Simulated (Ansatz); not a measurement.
## Sn wire along [100], 37 atoms a period, H-terminated: bands by functional and under strain

Aim: is the Sn wire along [100], 37 atoms a period, H-terminated a metal or a semiconductor?

Program: Ansatz 0.2.0. Level of theory: DFT PBE, plane waves, PAW; relaxation of a wire's period; PAW set soft_1, in the first sound run; inputs show where later runs differ. Results are calculated unless marked as measured.

## Step 1: Starting point

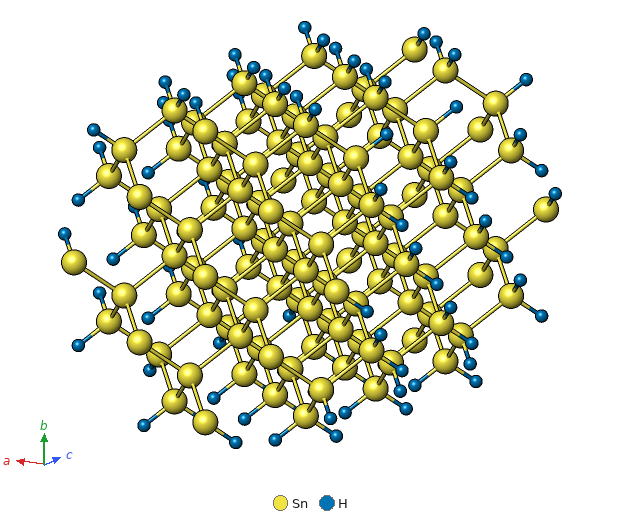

The starting structure, seen at a slant to the c axis (tin yellow, hydrogen blue). 1×1×3 cells are drawn. Some periodic images of atoms are drawn too.

The cell holds 65 atoms: 37 Sn and 28 H. Cell: a = 22.121 Å, b = 22.121 Å, c = 6.650 Å, α = 90.0°, β = 90.0°, γ = 90.0°. Vacuum lies along a and b. The structure's axis is c.

## Step 2: Relaxation of atoms and period

Band widths follow the bond lengths, so the wire is relaxed first. The atoms and the third cell vector are free; the box across stays fixed as vacuum. A Fermi-Dirac smearing is set since the result may be a metal. The pressure printed is a third of the stress's trace over the whole box, vacuum included; only the stress along the axis is relaxed.

The input, input.yaml:

```yaml
crystal:
  lattice:
    - [22.121, 0.0, 0.0]
    - [0.0, 22.121, 0.0]
    - [0.0, 0.0, 6.65]
  atoms:
    - { symbol: Sn, position: [0.199374484, 0.499993805, 0.0] }
    - { symbol: Sn, position: [0.349684145, 0.349684145, 0.0] }
    - { symbol: Sn, position: [0.349684145, 0.650303466, 0.0] }
    - { symbol: Sn, position: [0.499993805, 0.199374484, 0.0] }
    - { symbol: Sn, position: [0.499993805, 0.499993805, 0.0] }
    - { symbol: Sn, position: [0.499993805, 0.800613126, 0.0] }
    - { symbol: Sn, position: [0.650303466, 0.349684145, 0.0] }
    - { symbol: Sn, position: [0.650303466, 0.650303466, 0.0] }
    - { symbol: Sn, position: [0.800613126, 0.499993805, 0.0] }
    - { symbol: H, position: [0.228854934, 0.228854934, 0.098065719] }
    - { symbol: H, position: [0.771132677, 0.771132677, 0.098065719] }
    - { symbol: H, position: [0.153700104, 0.454319425, 0.151934281] }
    - { symbol: H, position: [0.454319425, 0.153700104, 0.151934281] }
    - { symbol: H, position: [0.545668186, 0.846287507, 0.151934281] }
    - { symbol: H, position: [0.846287507, 0.545668186, 0.151934281] }
    - { symbol: Sn, position: [0.274529315, 0.274529315, 0.25] }
    - { symbol: Sn, position: [0.274529315, 0.575148636, 0.25] }
    - { symbol: Sn, position: [0.424838975, 0.424838975, 0.25] }
    - { symbol: Sn, position: [0.424838975, 0.725458296, 0.25] }
    - { symbol: Sn, position: [0.575148636, 0.274529315, 0.25] }
    - { symbol: Sn, position: [0.575148636, 0.575148636, 0.25] }
    - { symbol: Sn, position: [0.725458296, 0.424838975, 0.25] }
    - { symbol: Sn, position: [0.725458296, 0.725458296, 0.25] }
    - { symbol: H, position: [0.153700104, 0.395358525, 0.348065719] }
    - { symbol: H, position: [0.153700104, 0.695977846, 0.348065719] }
    - { symbol: H, position: [0.304009764, 0.846287507, 0.348065719] }
    - { symbol: H, position: [0.395358525, 0.153700104, 0.348065719] }
    - { symbol: H, position: [0.604629085, 0.846287507, 0.348065719] }
    - { symbol: H, position: [0.695977846, 0.153700104, 0.348065719] }
    - { symbol: H, position: [0.846287507, 0.304009764, 0.348065719] }
    - { symbol: H, position: [0.846287507, 0.604629085, 0.348065719] }
    - { symbol: Sn, position: [0.199374484, 0.349684145, 0.5] }
    - { symbol: Sn, position: [0.199374484, 0.650303466, 0.5] }
    - { symbol: Sn, position: [0.349684145, 0.199374484, 0.5] }
    - { symbol: Sn, position: [0.349684145, 0.499993805, 0.5] }
    - { symbol: Sn, position: [0.349684145, 0.800613126, 0.5] }
    - { symbol: Sn, position: [0.499993805, 0.349684145, 0.5] }
    - { symbol: Sn, position: [0.499993805, 0.650303466, 0.5] }
    - { symbol: Sn, position: [0.650303466, 0.199374484, 0.5] }
    - { symbol: Sn, position: [0.650303466, 0.499993805, 0.5] }
    - { symbol: Sn, position: [0.650303466, 0.800613126, 0.5] }
    - { symbol: Sn, position: [0.800613126, 0.349684145, 0.5] }
    - { symbol: Sn, position: [0.800613126, 0.650303466, 0.5] }
    - { symbol: H, position: [0.153700104, 0.304009764, 0.651934281] }
    - { symbol: H, position: [0.153700104, 0.604629085, 0.651934281] }
    - { symbol: H, position: [0.304009764, 0.153700104, 0.651934281] }
    - { symbol: H, position: [0.395358525, 0.846287507, 0.651934281] }
    - { symbol: H, position: [0.604629085, 0.153700104, 0.651934281] }
    - { symbol: H, position: [0.695977846, 0.846287507, 0.651934281] }
    - { symbol: H, position: [0.846287507, 0.395358525, 0.651934281] }
    - { symbol: H, position: [0.846287507, 0.695977846, 0.651934281] }
    - { symbol: Sn, position: [0.274529315, 0.424838975, 0.75] }
    - { symbol: Sn, position: [0.274529315, 0.725458296, 0.75] }
    - { symbol: Sn, position: [0.424838975, 0.274529315, 0.75] }
    - { symbol: Sn, position: [0.424838975, 0.575148636, 0.75] }
    - { symbol: Sn, position: [0.575148636, 0.424838975, 0.75] }
    - { symbol: Sn, position: [0.575148636, 0.725458296, 0.75] }
    - { symbol: Sn, position: [0.725458296, 0.274529315, 0.75] }
    - { symbol: Sn, position: [0.725458296, 0.575148636, 0.75] }
    - { symbol: H, position: [0.153700104, 0.545668186, 0.848065719] }
    - { symbol: H, position: [0.454319425, 0.846287507, 0.848065719] }
    - { symbol: H, position: [0.545668186, 0.153700104, 0.848065719] }
    - { symbol: H, position: [0.846287507, 0.454319425, 0.848065719] }
    - { symbol: H, position: [0.228854934, 0.771132677, 0.901934281] }
    - { symbol: H, position: [0.771132677, 0.228854934, 0.901934281] }
kpoints:
  mp_grid: { grid: [1, 1, 13] }
scf:
  occupations: { method: fermi_dirac, width: 0.05 }
hamiltonian:
  xc: pbe
  pseudopotentials: { kind: paw, azcp: { folder: soft_1 } }
relax:
  cell: { fix: [a, b, alpha, beta, gamma] }
  max_steps: 45
  f_tol: 0.03
```

On the command line:

```console
> ansatz run input.yaml --threads 16 --pin off --max-ram 61440MiB --backend cuda --events-out ev --progress --plain --runs-dir out --max-vram 78GiB
```

Numbers of over 12 decimals in the logs are rounded to 6 here.

The log of the run:

```text
Engine: ansatz 0.2.0, aarch64-unknown-linux-gnu
Pseudopotentials: kind: paw
Pseudopotential: Sn, paw, valence charge 14, recommended cutoff 420 eV (normal), soft_1/Sn.paw.azcp
Pseudopotential: H, paw, valence charge 1, recommended cutoff 420 eV (normal), soft_1/H.paw.azcp
Functional definition: PBE
  parameter kappa = 0.804
  parameter beta = 0.066725
  exchange = pbe_x(kappa = kappa, mu = beta*pi^2/3)
  correlation = pbe_c(beta = beta)
[...]
Crystal: 65 atoms, lattice volume = 3254.102 Å³
Basis set: ecut = 420 eV, 63583 PW (Γ), exchange–correlation on 300×300×90 points (8 copies of the dense FFT grid, shifted against one another)
Bands: 338, of which v1, the nominal top of the filled ones, is band 273 counted from 1 (272 counted from 0)
Symmetry: 8 space group operations
Space group: P-42m (ITA 111), of the structure as read, at distance tolerance 1.5e-4 Å
k-points: 7 of 13
Non-local potential: Sn, projectors of the file, l = 0: 2, l = 1: 2, l = 2: 2, l = 3: 1
Non-local potential: H, projectors of the file, l = 0: 2, l = 1: 1
PAW form: soft (Blöchl's): semilocal exchange-correlation on the pseudo side does not see the compensation charge
PAW one-centre angular grid: Sn, 590 points (default); XC on 64 Gauss nodes
PAW one-centre angular grid: H, 110 points (default); XC on 64 Gauss nodes
Initial density: superposition of atomic densities (neutral atoms: chi_scale 0, normalization atom)
Initial wavefunctions: pseudopotential atomic-orbital guess
[...]
Functional: x = pbe(κ = 0.804, μ = 0.219515), c = pbe(β = 0.066725)
SCF iter   1: F=—  HF=-223338.555423 eV  |F-HF|=—  |Δ(HF+E_count)|=         —  Δρ=2.88e-2  dr2=2.94e1  ethr=3.10e-3  ⟨swp⟩=6.3  Hψ=9981  notcnv=0  defer=142
preconditioner: auto → Resta (q_TF=auto, 2.026 Å⁻¹)  ε∞=2.3  [insulator: Δε(μ)=0.612 eV  Ē_g=7.684 eV  σ=0.050 eV  W_gap=1.00  n_scr=444 (ndim 8)  ℏωp=8.6 eV  f_vac=0.462  D(μ)=0.02/eV (n_scr^D=0)  ε∞_Penn≈2.3  vacuum switching on, ρ_ref=4.3e-3 e/Å³]
SCF iter   2: F=—  HF=-223332.147699 eV  |F-HF|=—  |Δ(HF+E_count)|=    6.41e0  Δρ=1.17e-2  dr2=7.50e0  ethr=3.10e-3  ⟨swp⟩=2.3  Hψ=3200  notcnv=0  defer=369
[...]
SCF iter  11: F=-223330.742115 eV  HF=-223330.742115 eV  |F-HF|=4.81e-8  |Δ(HF+E_count)|=   7.66e-7  Δρ=8.66e-7  dr2=5.16e-8  ethr=1.83e-11  ⟨swp⟩=3.3  Hψ=8682  notcnv=0
SCF 1 converged in 11 iterations: F = -223330.742115 eV  dr2 = 5.16e-8
  greatest PAW one-centre occupation: 0.991 electrons in one spin orbital (limit 2), on the Sn atom at site 40 (counted from 0), in its partial waves of l = 2
relax step   1: F+E_penalty+E_count = -223330.74211492 eV  Δ(F+E_penalty+E_count) = +0.000e0 eV  max|allowed force component| = 1.666e-1 eV/Å  Δτ_max = 0.0000 Å  P = -0.317 GPa  Ω = 3254.102 Å³  fix = [a, b, alpha, beta, gamma]  reactions: a -0.350, b -0.350 GPa  (11 SCF iters, dr2 threshold 1.00e-7 eV, accepted)
[...]
Crystal: 65 atoms, lattice volume = 3250.277 Å³
Basis set: ecut = 420 eV, 63471 PW (Γ), exchange–correlation on 300×300×90 points (8 copies of the dense FFT grid, shifted against one another)
[...]
preconditioner: auto → Resta (q_TF=auto, 2.027 Å⁻¹)  ε∞=1.6  [insulator: Δε(μ)=1.018 eV  Ē_g=18.949 eV  σ=0.050 eV  W_gap=1.00  n_scr=444 (ndim 8)  ℏωp=15.2 eV  f_vac=0.508  D(μ)=0.00/eV (n_scr^D=0)  ε∞_Penn≈1.6  vacuum switching on, ρ_ref=2.6e-2 e/Å³]
[...]
SCF 2 converged in 9 iterations: F = -223330.654680 eV  dr2 = 1.12e-7
  greatest PAW one-centre occupation: 0.991 electrons in one spin orbital (limit 2), on the Sn atom at site 4 (counted from 0), in its partial waves of l = 2
relax step   2: F+E_penalty+E_count = -223330.65468030 eV  Δ(F+E_penalty+E_count) = +8.743e-2 eV  max|allowed force component| = 7.351e-1 eV/Å  Δτ_max = 0.1913 Å  P = +0.242 GPa  Ω = 3250.277 Å³  energy of the carried Pulay correction = +3.736e-4 eV  fix = [a, b, alpha, beta, gamma]  (9 SCF iters, dr2 threshold 1.74e-6 eV, rejected (line search))
[...]
Crystal: 65 atoms, lattice volume = 3255.616 Å³
[...]
SCF 3 converged in 12 iterations: F = -223330.969127 eV  dr2 = 6.48e-11
[...]
relax step   3: F+E_penalty+E_count = -223330.96912716 eV  Δ(F+E_penalty+E_count) = -2.270e-1 eV  max|allowed force component| = 5.835e-2 eV/Å  Δτ_max = 0.0931 Å  P = -0.097 GPa  Ω = 3255.616 Å³  energy of the carried Pulay correction = -1.478e-4 eV  fix = [a, b, alpha, beta, gamma]  reactions: a -0.121, b -0.121 GPa  (12 SCF iters, accepted)
[...]
relax step   4: F+E_penalty+E_count = -223331.02997173 eV  Δ(F+E_penalty+E_count) = -6.084e-2 eV  max|allowed force component| = 4.535e-2 eV/Å  Δτ_max = 0.0852 Å  P = -0.016 GPa  Ω = 3264.422 Å³  energy of the carried Pulay correction = -1.006e-3 eV  fix = [a, b, alpha, beta, gamma]  reactions: a -0.021, b -0.021 GPa  (8 SCF iters, dr2 threshold 2.13e-7 eV, accepted)
[...]
relax step   5: F+E_penalty+E_count = -223331.10306005 eV  Δ(F+E_penalty+E_count) = -7.309e-2 eV  max|allowed force component| = 3.608e-2 eV/Å  Δτ_max = 0.1500 Å  P = +0.003 GPa  Ω = 3263.089 Å³  energy of the carried Pulay correction = -8.760e-4 eV  fix = [a, b, alpha, beta, gamma]  reactions: a -0.003, b -0.003 GPa  (9 SCF iters, dr2 threshold 1.29e-7 eV, accepted)
[...]
relax step   6: F+E_penalty+E_count = -223331.12997269 eV  Δ(F+E_penalty+E_count) = -2.691e-2 eV  max|allowed force component| = 1.372e-1 eV/Å  Δτ_max = 0.1920 Å  P = -0.039 GPa  Ω = 3266.121 Å³  energy of the carried Pulay correction = -1.171e-3 eV  fix = [a, b, alpha, beta, gamma]  reactions: a -0.029, b -0.029 GPa  (9 SCF iters, dr2 threshold 8.14e-8 eV, accepted)
[...]
relax step   7: F+E_penalty+E_count = -223331.12702211 eV  Δ(F+E_penalty+E_count) = +2.951e-3 eV  max|allowed force component| = 7.349e-2 eV/Å  Δτ_max = 0.0882 Å  P = +0.034 GPa  Ω = 3257.916 Å³  energy of the carried Pulay correction = -3.721e-4 eV  fix = [a, b, alpha, beta, gamma]  (7 SCF iters, dr2 threshold 1.18e-6 eV, rejected (line search))
[...]
relax step   8: F+E_penalty+E_count = -223331.14747606 eV  Δ(F+E_penalty+E_count) = -1.750e-2 eV  max|allowed force component| = 1.034e-2 eV/Å  Δτ_max = 0.0389 Å  P = +0.005 GPa  Ω = 3259.980 Å³  energy of the carried Pulay correction = -5.733e-4 eV  fix = [a, b, alpha, beta, gamma]  reactions: a +0.004, b +0.004 GPa  (11 SCF iters, accepted)
[...]
relax step   9: F+E_penalty+E_count = -223331.14802457 eV  Δ(F+E_penalty+E_count) = -5.485e-4 eV  max|allowed force component| = 1.034e-2 eV/Å  Δτ_max = 0.0000 Å  P = +0.005 GPa  Ω = 3259.980 Å³  fix = [a, b, alpha, beta, gamma]  reactions: a +0.004, b +0.004 GPa  stress off target by 6.99e-3 GPa on what of the cell is left free  SCF on the basis re-selected at this cell (its energy is not comparable with the rows above)  (6 SCF iters)
[...]
- { symbol: Sn, position: [0.649088, 0.350912, -0.00105908] }
    - { symbol: Sn, position: [0.649088, 0.649088, 0.00105908] }
    - { symbol: Sn, position: [0.796837, 0.5, 4.646079205083859e-19] }
    - { symbol: H, position: [0.231181, 0.231181, 0.103375] }
    - { symbol: H, position: [0.768819, 0.768819, 0.103375] }
    - { symbol: H, position: [0.156259, 0.455485, 0.147119] }
    - { symbol: H, position: [0.455485, 0.156259, 0.147119] }
    - { symbol: H, position: [0.544515, 0.843741, 0.147119] }
    - { symbol: H, position: [0.843741, 0.544515, 0.147119] }
    - { symbol: Sn, position: [0.276801, 0.276801, 0.252990] }
    - { symbol: Sn, position: [0.275771, 0.575166, 0.249341] }
    - { symbol: Sn, position: [0.425320, 0.425320, 0.251146] }
    - { symbol: Sn, position: [0.424834, 0.724229, 0.249341] }
    - { symbol: Sn, position: [0.575166, 0.275771, 0.249341] }
    - { symbol: Sn, position: [0.574680, 0.574680, 0.251146] }
    - { symbol: Sn, position: [0.724229, 0.424834, 0.249341] }
    - { symbol: Sn, position: [0.723199, 0.723199, 0.252990] }
    - { symbol: H, position: [0.145738, 0.382892, 0.398928] }
    - { symbol: H, position: [0.168773, 0.705936, 0.315162] }
    - { symbol: H, position: [0.294064, 0.831227, 0.315162] }
    - { symbol: H, position: [0.382892, 0.145738, 0.398928] }
    - { symbol: H, position: [0.617108, 0.854262, 0.398928] }
    - { symbol: H, position: [0.705936, 0.168773, 0.315162] }
    - { symbol: H, position: [0.831227, 0.294064, 0.315162] }
    - { symbol: H, position: [0.854262, 0.617108, 0.398928] }
    - { symbol: Sn, position: [0.203150, 0.344243, 0.520210] }
    - { symbol: Sn, position: [0.203150, 0.655757, 0.479790] }
    - { symbol: Sn, position: [0.344243, 0.203150, 0.520210] }
    - { symbol: Sn, position: [0.349894, 0.5, 0.5] }
    - { symbol: Sn, position: [0.344243, 0.796850, 0.479790] }
    - { symbol: Sn, position: [0.5, 0.349894, 0.5] }
    - { symbol: Sn, position: [0.5, 0.650106, 0.5] }
    - { symbol: Sn, position: [0.655757, 0.203150, 0.479790] }
    - { symbol: Sn, position: [0.650106, 0.5, 0.5] }
    - { symbol: Sn, position: [0.655757, 0.796850, 0.520210] }
    - { symbol: Sn, position: [0.796850, 0.344243, 0.479790] }
    - { symbol: Sn, position: [0.796850, 0.655757, 0.520210] }
    - { symbol: H, position: [0.168773, 0.294064, 0.684838] }
    - { symbol: H, position: [0.145738, 0.617108, 0.601072] }
    - { symbol: H, position: [0.294064, 0.168773, 0.684838] }
    - { symbol: H, position: [0.382892, 0.854262, 0.601072] }
    - { symbol: H, position: [0.617108, 0.145738, 0.601072] }
    - { symbol: H, position: [0.705936, 0.831227, 0.684838] }
    - { symbol: H, position: [0.854262, 0.382892, 0.601072] }
    - { symbol: H, position: [0.831227, 0.705936, 0.684838] }
    - { symbol: Sn, position: [0.275771, 0.424834, 0.750659] }
    - { symbol: Sn, position: [0.276801, 0.723199, 0.747010] }
    - { symbol: Sn, position: [0.424834, 0.275771, 0.750659] }
    - { symbol: Sn, position: [0.425320, 0.574680, 0.748854] }
    - { symbol: Sn, position: [0.574680, 0.425320, 0.748854] }
    - { symbol: Sn, position: [0.575166, 0.724229, 0.750659] }
    - { symbol: Sn, position: [0.723199, 0.276801, 0.747010] }
    - { symbol: Sn, position: [0.724229, 0.575166, 0.750659] }
    - { symbol: H, position: [0.156259, 0.544515, 0.852881] }
    - { symbol: H, position: [0.455485, 0.843741, 0.852881] }
    - { symbol: H, position: [0.544515, 0.156259, 0.852881] }
    - { symbol: H, position: [0.843741, 0.455485, 0.852881] }
    - { symbol: H, position: [0.231181, 0.768819, 0.896625] }
    - { symbol: H, position: [0.768819, 0.231181, 0.896625] }
```

The job ended after 22 s (1 × NVIDIA GB200 with 16 threads of Arm Neoverse V2, shared host; peak memory 1.9 GiB; 2 min of CPU time).

The steps of the relaxation:

```csv
step,energy less that of the first step (eV),largest force component (eV/Å),pressure (GPa),volume (Å³)
1,0.0000,0.1666,-0.32,3254.10
2,0.0874,0.7351,0.24,3250.28
3,-0.2270,0.0584,-0.10,3255.62
4,-0.2879,0.0454,-0.02,3264.42
5,-0.3609,0.0361,0.00,3263.09
6,-0.3879,0.1372,-0.04,3266.12
7,-0.3849,0.0735,0.03,3257.92
8,-0.4054,0.0103,0.00,3259.98
9,-0.4059,0.0103,0.01,3259.98
```

Relaxation steps 2, 7 were tried and not accepted.

The run keeps the 8 symmetry operations that it works with, so distortions that break them were not tested.

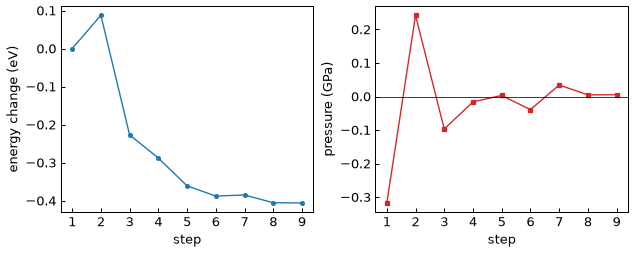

Energy and pressure along the relaxation.

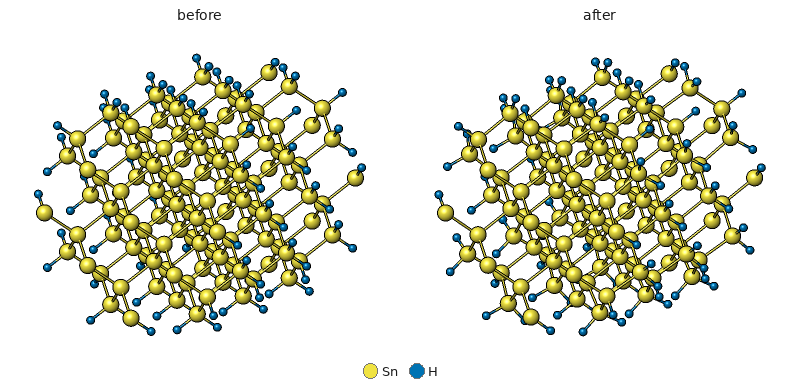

Before and after, at one scale.

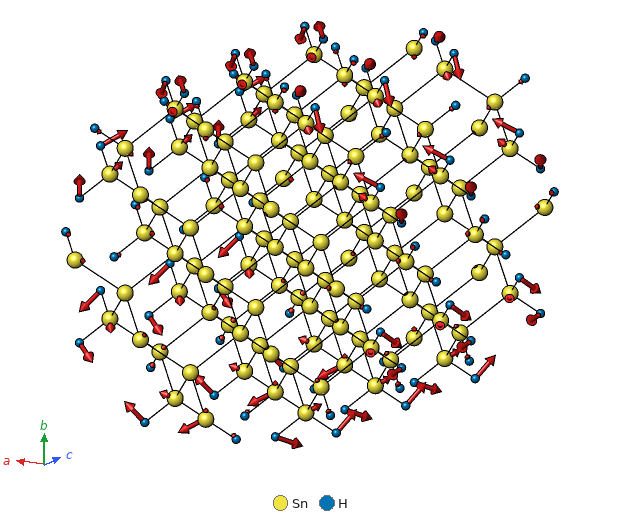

Displacements in the relaxation, exaggerated, measured against the changing cell; the longest in the cell stands for 0.47 Å. 1×1×3 cells are drawn. Some periodic images of atoms are drawn too.

```csv
cell as run,before,after,change
c (Å),6.650,6.662,+0.2 %
```

The atoms that moved most (Å, along periodic axes as changes of fractional coordinates times the final cell, across vacuum about the mean position):

```csv
atom,dx,dy,dz,length
H48,0.276,-0.176,-0.339,0.471
H45,-0.176,0.276,-0.339,0.471
H28,0.276,0.176,0.339,0.471
H31,0.176,0.276,0.339,0.471
H27,-0.276,-0.176,0.339,0.471
H24,-0.176,-0.276,0.339,0.471
H50,0.176,-0.276,-0.339,0.471
H47,-0.276,0.176,-0.339,0.471
```

This step gave:

- cell length along the wire: 6.662 Å

The cell's length comes to 6.662 Å with spin left out.

[end of part 1 of 3]

[Logs are printed without paths, hosts, clocks, repeated set-up lines and the standing remarks that a program may print on its own settings, such as how far it seeks lower states.]

[Hosts, paths, dates, database ids (printed as entryN), source tags and the programs' standing remarks are cut or masked in the printed files.]
